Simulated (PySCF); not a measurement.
# TaO₂: relaxation and vibrations of the doublet

Where does doublet TaO₂ go from a side-on start, is the end point a minimum, and what are its modes, charges and moments?

Method: PBE0, basis Ta def2-TZVP with ECP60, O def2-TZVP, scalar-relativistic core potentials, no spin–orbit coupling, density fitting; program: PySCF 2.14.0.

**1. The starting structure**

3 atoms, charge 0, spin multiplicity 2.

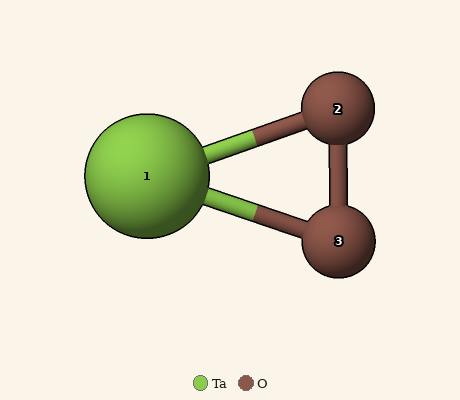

As it starts; tantalum green, oxygen brown; atoms are numbered from 1 in the order of the file.

Coordinates in bohr (charge 0 multiplicity 2):
```
Ta    0.0000    0.0000    0.0000
O     1.3228    0.0000    3.8052
O    -1.3228    0.0000    3.8052
```

**2. Finding the electronic state**

The steps below are one call of a driver around PySCF. For each, scf.py gives the equivalent set-up of the SCF; relaxations use the driver's own optimiser. After this first run the driver tries any further starts and a stability analysis.

The input, scf.py:

```python
from pyscf import gto, scf, dft
mol = gto.M(atom='''
Ta     0.000000     0.000000     0.000000
O      0.700000     0.000000     2.013600
O     -0.700000     0.000000     2.013600''',
    basis={'Ta': 'def2-TZVP', 'O': 'def2-TZVP'},
    ecp={'Ta': 'def2-TZVP'},
    charge=0, spin=1)
mf = dft.UKS(mol, xc='PBE0')
mf.grids.atom_grid = (50, 194)
aux = {'Ta': 'def2-universal-JKFIT', 'O': 'def2-universal-JKFIT'}
mf = mf.density_fit(auxbasis=aux)
mf.conv_tol = 1e-08
mf.diis_space = 10
mf.max_cycle = 60
mf.init_guess = 'minao'
mf.verbose = 4
mf.kernel()
```

Launch:

```console
$ OMP_NUM_THREADS=4 python axn.py task.json out
```

Log:

```text
init E= -188.589799517301
[... the frontier-level lines of each cycle are left out ...]
cycle= 1 E= -207.083733367733  delta_E= -18.5  |g|= 0.397  |ddm|= 3.83
cycle= 2 E= -206.676429409496  delta_E= 0.407  |g|= 1.05  |ddm|= 1.13
cycle= 3 E= -207.091477693929  delta_E= -0.415  |g|= 0.346  |ddm|= 0.729
cycle= 4 E= -207.15488376316  delta_E= -0.0634  |g|= 0.101  |ddm|= 0.454
cycle= 5 E= -207.16003003209  delta_E= -0.00515  |g|= 0.0273  |ddm|= 0.0948
cycle= 6 E= -207.160737195605  delta_E= -0.000707  |g|= 0.00769  |ddm|= 0.0418
cycle= 7 E= -207.161223783732  delta_E= -0.000487  |g|= 0.00581  |ddm|= 0.0606
cycle= 8 E= -207.161721558199  delta_E= -0.000498  |g|= 0.00526  |ddm|= 0.0745
cycle= 9 E= -207.162222026907  delta_E= -0.0005  |g|= 0.00793  |ddm|= 0.0982
cycle= 10 E= -207.16251035946  delta_E= -0.000288  |g|= 0.00307  |ddm|= 0.0636
cycle= 11 E= -207.162744351819  delta_E= -0.000234  |g|= 0.00448  |ddm|= 0.114
cycle= 12 E= -207.162762428219  delta_E= -1.81e-05  |g|= 0.00164  |ddm|= 0.013
cycle= 13 E= -207.162778073652  delta_E= -1.56e-05  |g|= 0.00157  |ddm|= 0.0224
cycle= 14 E= -207.162780950869  delta_E= -2.88e-06  |g|= 0.00118  |ddm|= 0.0143
cycle= 15 E= -207.162783141349  delta_E= -2.19e-06  |g|= 7.97e-05  |ddm|= 0.00782
cycle= 16 E= -207.162783176259  delta_E= -3.49e-08  |g|= 4.16e-05  |ddm|= 0.000764
cycle= 17 E= -207.162783184737  delta_E= -8.48e-09  |g|= 3.9e-05  |ddm|= 0.000494
Extra cycle  E= -207.162783176477  delta_E= 8.26e-09  |g|= 0.000141  |ddm|= 0.000146
converged SCF energy = -207.162783176477  <S^2> = 1.17173  2S+1 = 2.3847264
```

This step, with its further starts and checks, took 21 s on 4 threads of AMD EPYC 7R43 (Zen 3), shared host.

The starts that the driver tried:

| start | energy (Eh) |
| --- | --- |
| the minimal-basis guess | -207.162783 |
| a thermally smeared density | -207.162783 |
| a smeared PBE density | -207.162783 |

The first run landed in a state that is too high. Following the other starts and the instabilities gains 8.7 kJ/mol (-207.16610 Eh), and the work goes on from there.

**3. Relaxing the doublet from the side-on start**

The program finds C2v symmetry in the start, which this walk keeps. The walk stops when the largest gradient is under 0.0003 Eh/bohr and the energy has settled too.

scf.py, as its differences from that of step 2:

```diff
@@ -3,3 +3,3 @@
-Ta     0.000000     0.000000     0.000000
-O      0.700000     0.000000     2.013600
-O     -0.700000     0.000000     2.013600''',
+Ta     0.000000     0.000000    -0.302505
+O      0.700000     0.000000     1.711095
+O     -0.700000     0.000000     1.711095''',
@@ -16 +15,0 @@
-mf.init_guess = 'minao'
```

Steps of the walk:

| step | energy (Eh) | change (kJ/mol) | largest symmetric gradient (Eh/bohr) |
| --- | --- | --- | --- |
| 0 | -207.166096 | 0.00 | 0.12911 |
| 1 | -207.200023 | -89.08 | 0.07936 |
| 2 | -207.208482 | -111.28 | 0.02974 |
| 3 | -207.209434 | -113.78 | 0.01102 |
| 4 | -207.209550 | -114.09 | 0.00097 |
| 5 | -207.209551 | -114.09 | 0.00001 |

The walk took 21 s.

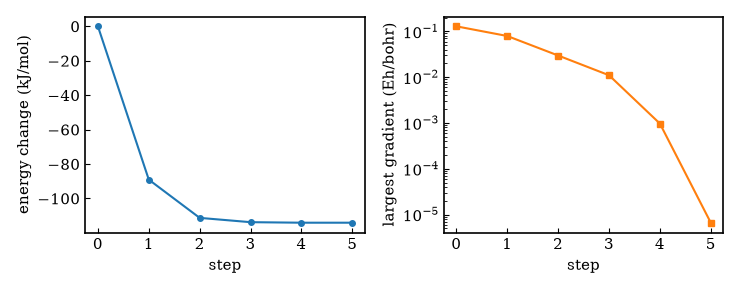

Energy and largest gradient along the walk.

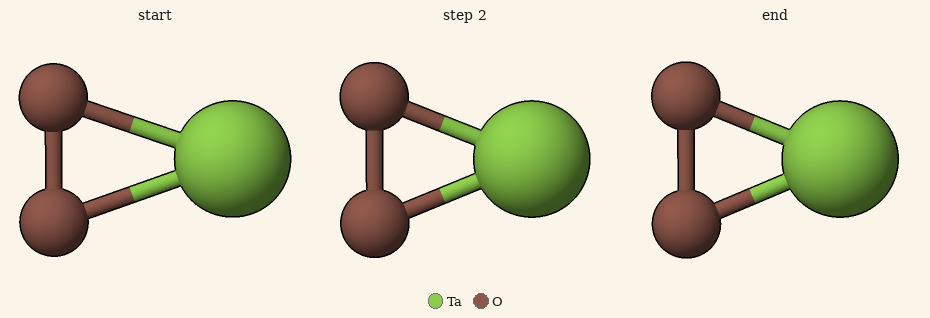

The geometry along the walk, at one scale.

It settles in C2v symmetry, 114.1 kJ/mol below the start, after 5 steps: O–O 1.439 Å, Ta–O 1.877 Å (×2); O–O–Ta 67.5° (×2), O–Ta–O 45.1°.

**4. Hessian and properties**

On the finer grid the gradient is checked again; gradients at displacements of ±0.02 bohr then give force constants and infrared intensities.

scf.py, as its differences from that of step 3:

```diff
@@ -3,3 +3,3 @@
-Ta     0.000000     0.000000    -0.302505
-O      0.700000     0.000000     1.711095
-O     -0.700000     0.000000     1.711095''',
+Ta     0.000000     0.000000    -0.260434
+O      0.719736     0.000000     1.473283
+O     -0.719736     0.000000     1.473283''',
@@ -10 +10 @@
-mf.grids.atom_grid = (50, 194)
+mf.grids.atom_grid = (75, 302)
@@ -13 +13 @@
-mf.conv_tol = 1e-08
+mf.conv_tol = 1e-10
```

The driver hands on the density of the step before, so the log starts near convergence.

SCF at the final geometry:

```text
init E= -207.209574687876
[... the frontier-level lines of each cycle are left out ...]
cycle= 1 E= -207.209574687859  delta_E= 1.69e-11  |g|= 8.31e-06  |ddm|= 7.34e-06
Extra cycle  E= -207.209574687716  delta_E= 1.42e-10  |g|= 2.15e-05  |ddm|= 1.45e-05
converged SCF energy = -207.209574687716  <S^2> = 1.0130253  2S+1 = 2.247688
```

The whole step took 46 s.

Geometry: C2v; O–O 1.439 Å, Ta–O 1.877 Å (×2); O–O–Ta 67.5° (×2), O–Ta–O 45.1°.

Modes, for the most abundant isotopes:

```json
{"ω (cm⁻¹)": "585", "IR (km/mol)": "0.3", "μ (u)": "16.37"}
{"ω (cm⁻¹)": "664", "IR (km/mol)": "35.2", "μ (u)": "18.30"}
{"ω (cm⁻¹)": "1002", "IR (km/mol)": "54.2", "μ (u)": "16.18"}
```

No imaginary mode, so this is a minimum.

Here the density breaks the symmetry of the frame, and no labels are given.

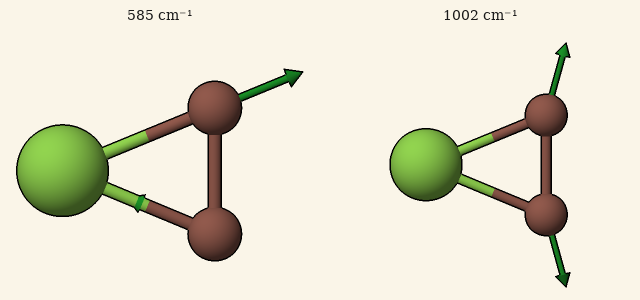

Displacements of 2 of the modes, as arrows (one member where a mode is degenerate).

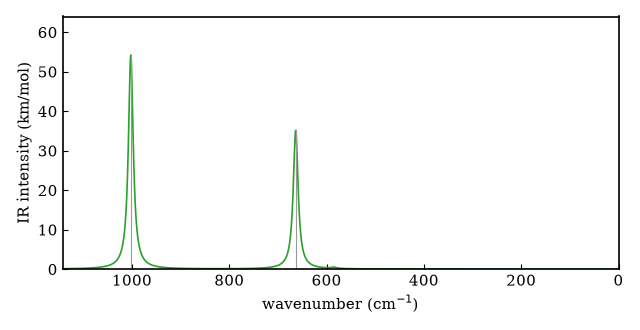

The harmonic infrared spectrum (widths in cm⁻¹). Lines are broadened to a width of 12 cm⁻¹ (Lorentzian).

Constants and moments:

| Property | Result |
| --- | --- |
| Dipole moment | 3.09 D |
| Highest occupied level | -5.73 eV |
| Lowest empty level | -2.49 eV |
| Rotational constants | 1.017, 0.2063, 0.1715 cm⁻¹ |
| Zero-point energy | 13.5 kJ/mol |
| Principal polarisabilities | 70.7, 74.0, 81.9 bohr³ |
| Atomisation energy without zero-point energy | 918 kJ/mol |
| Principal traceless quadrupole moments about the centre of mass | -1.66, -0.45, 2.12 D Å |
| Entropy at 298.15 K and 1 bar (electronic part: spin only) | 277.1 J/(mol K) |
| Heat capacity Cp at 298.15 K | 43.0 J/(mol K) |
| Enthalpy at 298.15 K above 0 K | 10.79 kJ/mol |
| Rotational symmetry number | 2 |
| Spin squared ⟨S²⟩ | 1.013 |

Populations by atom (charges in e):

```csv
atom,Mulliken,Löwdin,polar tensor,spin (Mulliken),Mayer order to Ta1
Ta1,0.48,0.26,0.67,1.07,–
"O2,3",-0.24,-0.13,-0.34,-0.03,1.20
```

Outer orbital energies (eV). α occupied: -23.62, -13.49, -12.92, -12.78, -9.94, -8.17, -6.16, -6.02; empty: -2.49, -2.44, -2.18, -1.91. β occupied: -30.82, -23.64, -13.33, -12.93, -12.84, -9.90, -8.25, -5.73; empty: -2.31, -2.12, -2.08, -1.60.

Mulliken populations on Ta1 (outside its core potential): s 3.49, p 6.22, d 2.72, f 0.08.

**5. Results**

```
                                          quantity                                                            value
                                           minimum                                                     doublet, C2v
                                          geometry  O–O 1.439 Å, Ta–O 1.877 Å (×2); O–O–Ta 67.5° (×2), O–Ta–O 45.1°
                                wavenumbers (cm⁻¹)                                                   585, 664, 1002
                                     dipole moment                                                           3.09 D
highest occupied, lowest empty level (either spin)                                                  -5.73, -2.49 eV
                        polar-tensor charge of Ta1                                                          +0.67 e
                                 zero-point energy                                                      13.5 kJ/mol
                               entropy at 298.15 K                                                  277.1 J/(mol K)
         atomisation energy (no zero-point energy)                                                       918 kJ/mol
                                              ⟨S²⟩                                                            1.013
```

The side-on start keeps its C2v symmetry and ends in a minimum. The strongest infrared band lies at 1002 cm⁻¹. Most of the spin sits on Ta1 (Mulliken spin 1.07, against 1 for the whole molecule). The first SCF alone would have been 9 kJ/mol too high. Other starts or spin states, not run here, may lie lower. The determinant is spin-contaminated (⟨S²⟩ = 1.01, pure value 0.75). The SCF density has lower symmetry than the nuclear frame. One determinant may miss the lowest occupation of an open d or f shell. Spin–orbit coupling, left out here, can matter for elements this heavy.

The search up to here took 89 s.
